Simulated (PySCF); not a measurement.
# RuO₃: singlet, from a trigonal planar start

Where does singlet RuO₃ go from a trigonal planar start, is the end point a minimum, and what are its modes, charges and moments?

The runs use PySCF 2.14.0; PBE0, basis Ru def2-SVP with ECP28, O def2-SVP, scalar-relativistic core potentials, no spin–orbit coupling, density fitting.

## 1. The starting structure

4 atoms, charge 0, spin multiplicity 1.

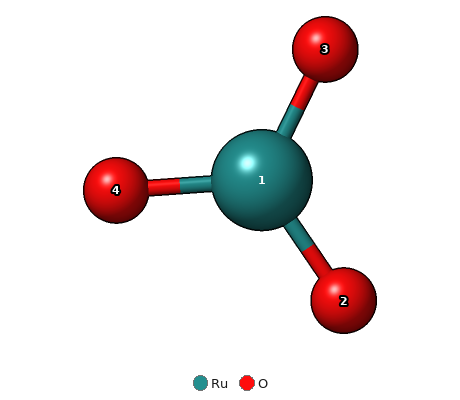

Start geometry, drawn with ruthenium teal, oxygen red; atoms are numbered from 1 in the order of the file.

```xyz
4
charge 0 multiplicity 1
Ru    0.0000    0.0000    0.0000
O     1.7100    0.0000    0.0000
O    -0.8550    1.4809    0.0000
O    -0.8550   -1.4809    0.0000
```

## 2. Trigonal planar start, singlet: relaxation

One driver script runs all steps and calls PySCF; scf.py shows how it sets up the SCF of each step. The optimiser is the driver's own. Before each start the driver seeks the lowest SCF state from one or more starting densities and follows internal instabilities, so scf.py alone need not reach the same state.

The program finds D3h symmetry in the start, which this walk keeps.

scf.py reads:

```python
from pyscf import gto, scf, dft
mol = gto.M(atom='''
Ru    -0.000000     0.000000     0.000000
O      1.709998     0.000002    -0.000000
O     -0.855000     1.480901    -0.000000
O     -0.854998    -1.480903     0.000000''',
    basis={'Ru': 'def2-SVP', 'O': 'def2-SVP'},
    ecp={'Ru': 'def2-SVP'},
    charge=0, spin=0)
mf = dft.RKS(mol, xc='PBE0')
mf.grids.atom_grid = (50, 194)
aux = {'Ru': 'def2-universal-JKFIT', 'O': 'def2-universal-JKFIT'}
mf = mf.density_fit(auxbasis=aux)
mf.kernel()
```

After this run come: Hessian and properties.

What does the calculation give? Wanted: minimum; geometry; wavenumbers; dipole moment; highest occupied, lowest empty level; polar-tensor charge of Ru1; zero-point energy; atomisation energy.

The runs gave:

| quantity | value |
| --- | --- |
| minimum | singlet, D3h |
| geometry | Ru–O 1.661 Å (×3); O–Ru–O 120.0° (×3) |
| wavenumbers (cm⁻¹) | 107 (a2''), 312 (e'), 1000 (e'), 1018 (a1') |
| dipole moment | 0.00 D |
| highest occupied, lowest empty level | -8.85, -5.02 eV |
| polar-tensor charge of Ru1 | +1.46 e |
| zero-point energy | 22.4 kJ/mol |
| entropy at 298.15 K | 286.5 J/(mol K) |
| atomisation energy (no zero-point energy) | 1347 kJ/mol |

In words: The trigonal planar start keeps its D3h symmetry and ends in a minimum. In the infrared the band at 1000 cm⁻¹ (e', stretch) leads. The dipole vanishes although Ru1 carries +1.5 e by the polar tensor: the bond dipoles cancel. Other starts or spin states, not run here, may lie lower.
